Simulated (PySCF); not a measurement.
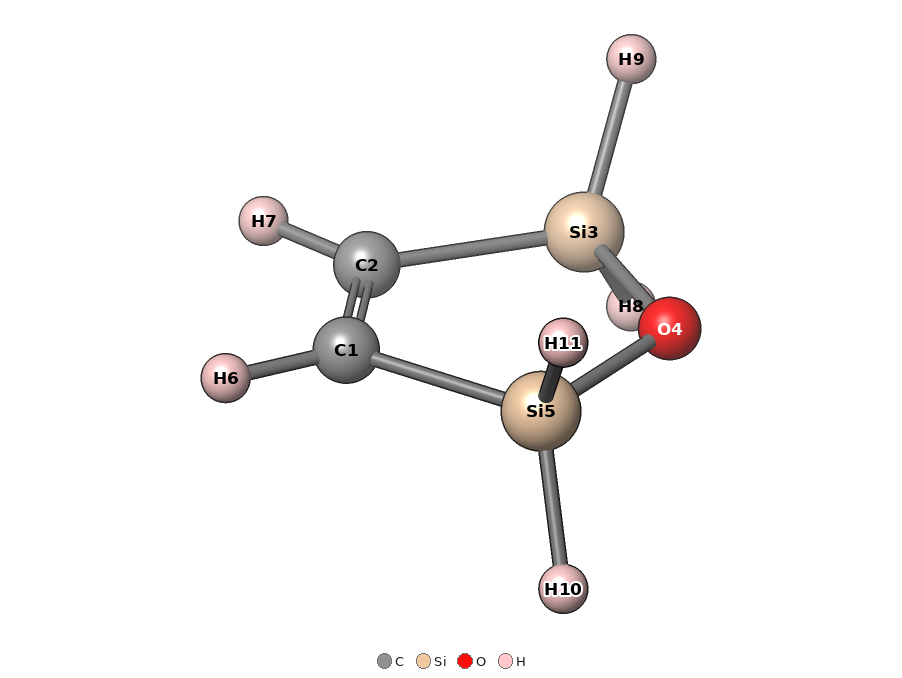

Atoms fade into the background with distance from the viewer. The computed structure is the end point of a PBE0-D3(BJ)/def2-SVP optimisation. No frequency run is at hand to confirm it as a minimum.

How is the 5-membered ring C1–C2–Si3–O4–Si5 puckered?

Answer. It is planar. The Cremer–Pople amplitude Q is 0.00 Å.

Give the torsion angles round the ring, beginning with the bond from its second to its third atom.

Answer. 0°, 0°, 0°, 0°, 0°.
